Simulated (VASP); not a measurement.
Band structure of Mg$_{2}$Si (antifluorite). Level of theory: PBE GGA, VASP's PBE PAW potentials (set 64) (plane waves; VASP).

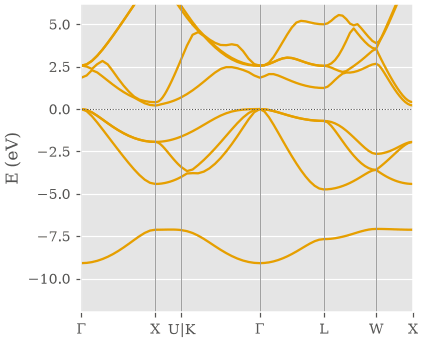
Bands along high-symmetry lines, zero at the valence-band maximum or, without a gap, the Fermi level

**Question.** Read the plot: is there a gap, and where are the band edges?

**Answer.** The gap is indirect, 0.21 eV, from the valence maximum at Γ to the conduction minimum at X. (Edges off the drawn lines would not show.)

Measured: gap 0.77 eV (computed value off by -0.56 eV), as given by Byungki Ryu et al., Journal of the Korean Physical Society (2019), arXiv:1905.06140.

The compound is Mg2Si in the antifluorite structure. It was relaxed first.
